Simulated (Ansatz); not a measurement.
TaMo7S16 and related structures: several calculations on one system

Part 1: Relaxation

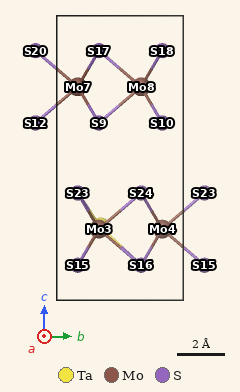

Starting structure of a defect cell of composition TaMo₇S₁₆. A ball-and-stick model of the cell of the calculation, seen along the a axis.

The atoms of the start lie slightly off their symmetric places, so part of the fall in energy undoes that.

Theory: Ansatz, DFT, PBE, plane-wave PAW, default files, scalar-relativistic.

Input
```yaml
crystal:
  lattice:
    - [6.338, 0.0, 0.0]
    - [-3.169, 5.4888690092, 0.0]
    - [0.0, 0.0, 12.324]
  atoms:
    - { symbol: Ta, position: [0.1839090195, 0.3459556117, 0.2556217163], spin: 1.0 }
    - { symbol: Mo, position: [0.1666666666, 0.8333333334, 0.25] }
    - { symbol: Mo, position: [0.6666666666, 0.3333333334, 0.25] }
    - { symbol: Mo, position: [0.6666666666, 0.8333333334, 0.25] }
    - { symbol: Mo, position: [0.3333333334, 0.1666666666, 0.75] }
    - { symbol: Mo, position: [0.3333333334, 0.6666666666, 0.75] }
    - { symbol: Mo, position: [0.8333333334, 0.1666666666, 0.75] }
    - { symbol: Mo, position: [0.8333333334, 0.6666666666, 0.75] }
    - { symbol: S, position: [0.1666666666, 0.3333333334, 0.623] }
    - { symbol: S, position: [0.1666666666, 0.8333333334, 0.623] }
    - { symbol: S, position: [0.6666666666, 0.3333333334, 0.623] }
    - { symbol: S, position: [0.6666666666, 0.8333333334, 0.623] }
    - { symbol: S, position: [0.3333333334, 0.1666666666, 0.123] }
    - { symbol: S, position: [0.3333333334, 0.6666666666, 0.123] }
    - { symbol: S, position: [0.8333333334, 0.1666666666, 0.123] }
    - { symbol: S, position: [0.8333333334, 0.6666666666, 0.123] }
    - { symbol: S, position: [0.1666666666, 0.3333333334, 0.877] }
    - { symbol: S, position: [0.1666666666, 0.8333333334, 0.877] }
    - { symbol: S, position: [0.6666666666, 0.3333333334, 0.877] }
    - { symbol: S, position: [0.6666666666, 0.8333333334, 0.877] }
    - { symbol: S, position: [0.3333333334, 0.1666666666, 0.377] }
    - { symbol: S, position: [0.3333333334, 0.6666666666, 0.377] }
    - { symbol: S, position: [0.8333333334, 0.1666666666, 0.377] }
    - { symbol: S, position: [0.8333333334, 0.6666666666, 0.377] }
magnetization:
  spin_polarized: true
kpoints:
  mp_grid: { grid: [4, 4, 2] }
scf:
  occupations: { method: fermi_dirac, width: 0.01 }
hamiltonian:
  xc: pbe
  pseudopotentials: { kind: paw }
output:
  forces: true
  stress: true
  populations: true
  efg:
    quadrupole_moments_barn: { Ta: 3.17, Mo: -0.022, S: -0.0694 }
    contact_densities: true
relax:
  f_tol: 0.03
  max_steps: 40
```

Run as
```bash
ansatz run input.yaml --threads 4 --pin off --max-ram 8192MiB --backend cpu --events-out ev --progress --plain --runs-dir out
```

Predict the outcome.

The atom that moves furthest is Ta1 (0.11 Å along [−3 −2 −1]). Largest moves by element: Ta 0.11 Å, S 0.03 Å, Mo 0.01 Å. The lattice vectors keep their values. Near-neighbour distances that change, for instance: Ta1–S22 2.311 → 2.430 Å, Ta1–Mo4 3.264 → 3.168 Å, Ta1–S15 2.525 → 2.430 Å, Ta1–Mo4 (another image) 3.075 → 3.170 Å. Bond angles that change, for instance: S13–Ta1–S22 139.5° → 135.1°, S14–Ta1–S21 139.4° → 135.1°, S13–Ta1–S15 79.4° → 82.7°. The energy falls by 0.213 eV per cell of the calculation in 2 accepted moves (3 points after the start). The largest force component goes from 1.8 to 0.012 eV/Å. 1 step only repeated the SCF at the same geometry. The program noted that the starting moments weren't kept.

The end point in the same view:

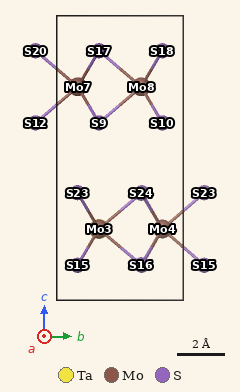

Limits of the set-up: the periodic images lie only 6.3 Å apart, so the values are limited by the cell's size.

Part 2: Relaxation

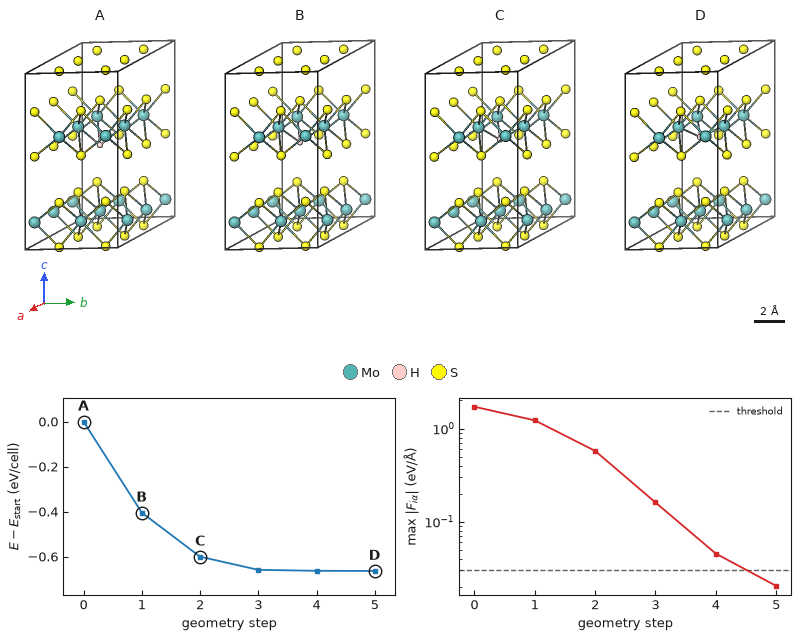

Frames of a relaxation of a defect cell of composition Mo$_{12}$HS$_{23}$ (cell charge +1), marked on the history of the run. The picture is a ball-and-stick view of the cell of the calculation (origin shifted), seen slightly off an axis.

These are results of Ansatz, DFT, PBE, plane-wave PAW, default files, scalar-relativistic, not measurements. Settings: plane-wave cutoff 420 eV; k-point mesh 3 × 4 × 2; occupations fermi dirac; smearing width 0.01 eV; no spin polarisation; atoms relaxed in a fixed cell; force threshold 0.03 eV/Å; at most 40 steps.

Question: Describe the path.

Answer: The H atom moves most: 0.57 Å along +c. Largest moves by element: H 0.57 Å, Mo 0.07 Å, S 0.07 Å. The cell doesn't change. Near-neighbour distances that change, for instance: H–Mo 2.408 → 2.037 Å, H–Mo 2.408 → 2.060 Å, Mo–S 2.408 → 2.430 Å, Mo–S 2.408 → 2.391 Å. Among the angles between lasting bonds that change: S–Mo–S 82.3° → 84.8°. The energy falls by 0.663 eV per cell of the calculation in 5 geometry steps. Largest force component: 1.7 eV/Å at the start, 0.021 eV/Å at the end. From step 0 to 1: the H atom moves most (0.20 Å), energy −0.404 eV per cell of the calculation. From step 1 to 2: the H atom moves most (0.19 Å), energy −0.196 eV per cell of the calculation. From step 2 to 5: the H atom moves most (0.18 Å), energy −63.4 meV per cell of the calculation.

```json
{"step": "0", "E − E(0), meV/atom": "0.00", "largest force component, eV/Å": "1.7146"}
{"step": "1", "E − E(0), meV/atom": "-11.23", "largest force component, eV/Å": "1.2248"}
{"step": "2", "E − E(0), meV/atom": "-16.67", "largest force component, eV/Å": "0.5761"}
{"step": "3", "E − E(0), meV/atom": "-18.29", "largest force component, eV/Å": "0.1612"}
{"step": "4", "E − E(0), meV/atom": "-18.41", "largest force component, eV/Å": "0.0455"}
{"step": "5", "E − E(0), meV/atom": "-18.43", "largest force component, eV/Å": "0.0205"}
```

Limits of the set-up: the periodic images lie only 6.3 Å apart, so the values are limited by the cell's size; the cell is charged, on a uniform background, and energies carry no finite-size correction.

Part 3: Defect

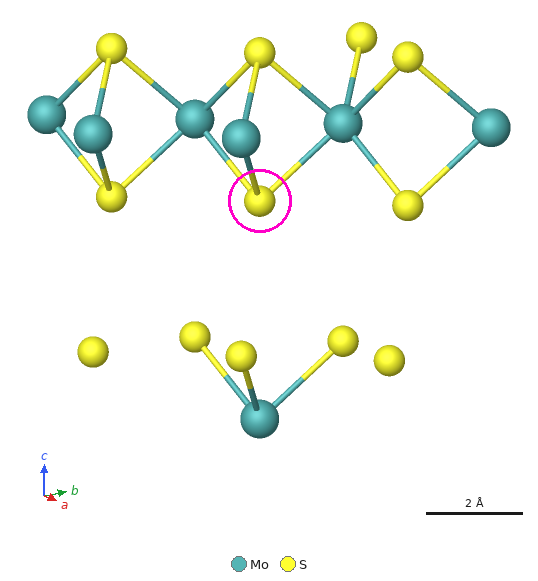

Perfect MoS$_{2}$. Style: ball-and-stick. Shown: the atoms within 5.1 Å of one point, in a slice 4.2 Å thick across the line of sight, slightly off an axis.

Theory: Ansatz, DFT, PBE, plane-wave PAW, default files, scalar-relativistic. (plane-wave cutoff 420 eV; k-point mesh 4 × 4 × 2; occupations fermi dirac; smearing width 0.01 eV; collinear spin) The axes drawn are those of the host's conventional cell.

A sulfur atom is replaced by phosphorus at the ringed place, in charge state 0. The supercell has 24 sites, and the atoms are relaxed at the host's cell.

### How do the neighbours respond?

In the host the S atom has 3 Mo at 2.41 Å; the P atom ends with 3 Mo at 2.41 Å. Of the host's atoms, a molybdenum atom moves furthest from its site, by 0.06 Å. The P atom itself moves 0.06 Å from where it was put. The cell ends without a net magnetic moment. Relaxing the atoms from the host's sites lowers the energy by 0.03 eV.

The relaxed defect, seen from the same direction:

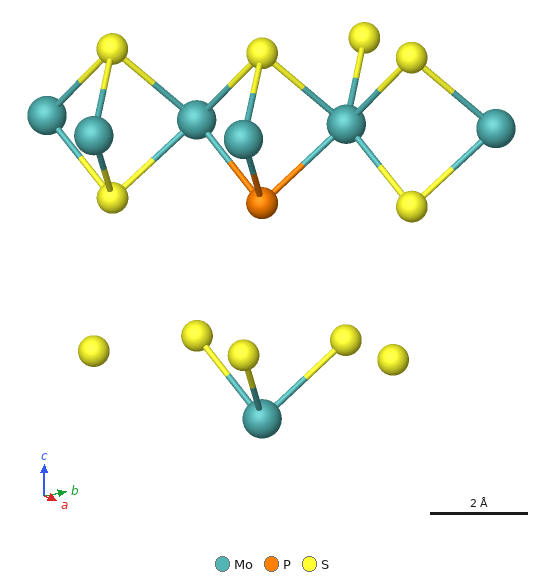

Limits of the set-up: the periodic images lie only 6.3 Å apart, so the values are limited by the cell's size.

Part 4: Defect

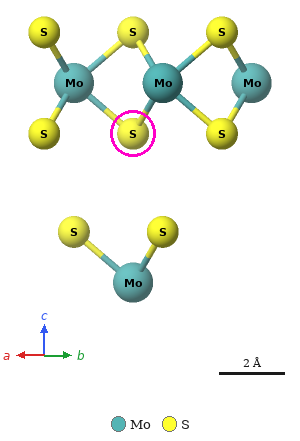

Perfect MoS2. A ball-and-stick model of the atoms within 4.6 Å of one point, in a slice 4.2 Å thick across the line of sight, seen along [110].

Theory: Ansatz, DFT, PBE, plane-wave PAW, default files, scalar-relativistic. Settings: plane-wave cutoff 420 eV; k-point mesh 3 × 3 × 2; occupations fermi dirac; smearing width 0.01 eV; no spin polarisation. A uniform background neutralises the charged cell. The axes drawn are those of the host's conventional cell.

A sulfur atom is replaced by fluorine at the ringed place, in charge state +1. The supercell has 54 sites, and the atoms are relaxed at the host's cell.

How do the neighbours respond?

In the host the S atom has 3 Mo at 2.41 Å; the F atom ends with 3 Mo at 2.22 Å. Of the host's atoms, a molybdenum atom moves furthest from its site, by 0.04 Å. The F atom itself moves 0.30 Å from where it was put. Relaxing the atoms from the host's sites lowers the energy by 0.41 eV.

The relaxed defect, seen from the same direction:

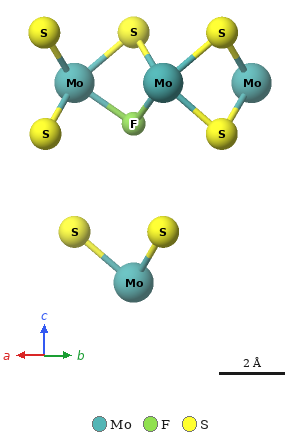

Limits of the set-up: the cell is charged, on a uniform background, and energies carry no finite-size correction.
